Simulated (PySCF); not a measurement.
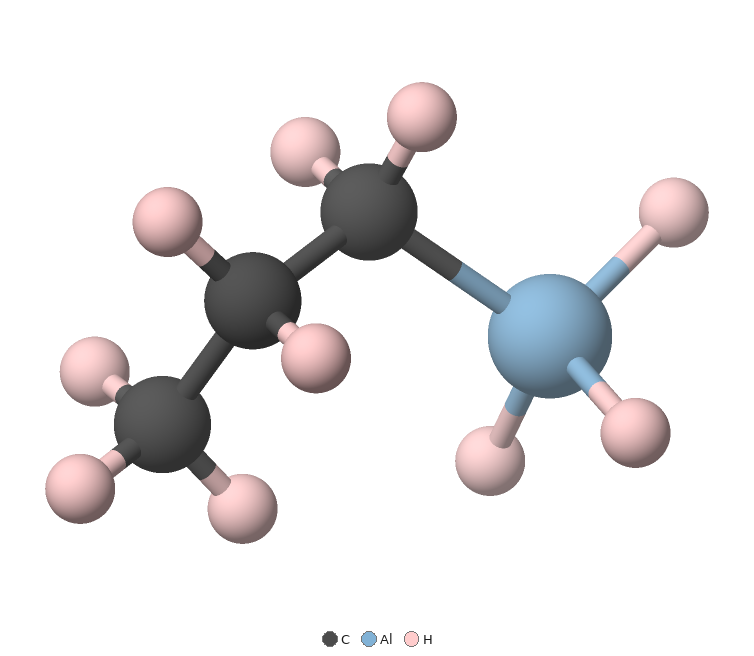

The species has charge −1 and is a spin singlet. Computed geometry: PBE0-D3(BJ)/def2-SVP optimisation. No frequency run is at hand to confirm it as a minimum.

Draw it as a skeletal formula.

SMILES: CC[CH2][AlH3-]

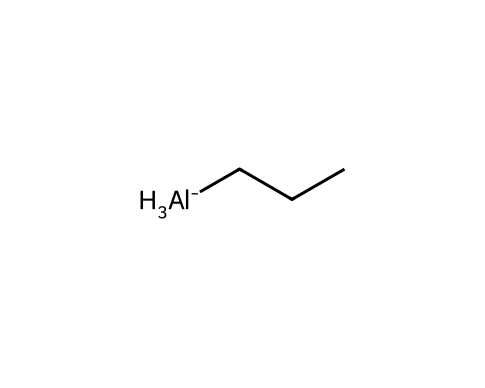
